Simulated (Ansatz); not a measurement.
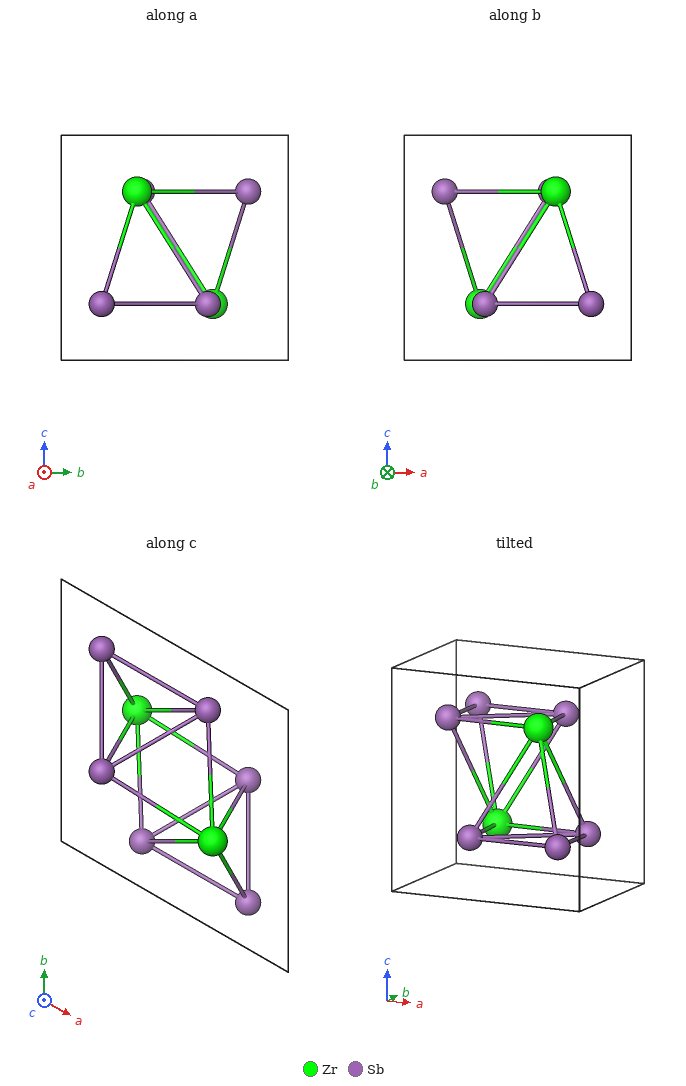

We look at a ball-and-stick model of the crystal along the a axis, along the b axis, along the c axis and slightly off an axis. Lines trace the edges of the conventional unit cell.

Lattice parameters: a = 6.494 Å, b = 6.494 Å, c = 5.571 Å, α = 90.00°, β = 90.00°, γ = 120.00°.

**Reconstruct the structure as a table of Wyckoff sites, with free fractional coordinates to two decimals.**

Space group P6_3/mmc (No. 194).
```json
{"atom": "Zr", "site": "2c", "x": "0.3333", "y": "0.6667", "z": "0.25"}
{"atom": "Sb", "site": "6h", "x": "0.82", "y": "0.65", "z": "0.25"}
```

The cell started as a structure type filled with these elements by a generator (whether the compound takes this form wasn't checked). The picture shows the end point of a geometry optimisation with DFT PBE, scalar-relativistic, plane waves, PAW (Ansatz 0.2.0).
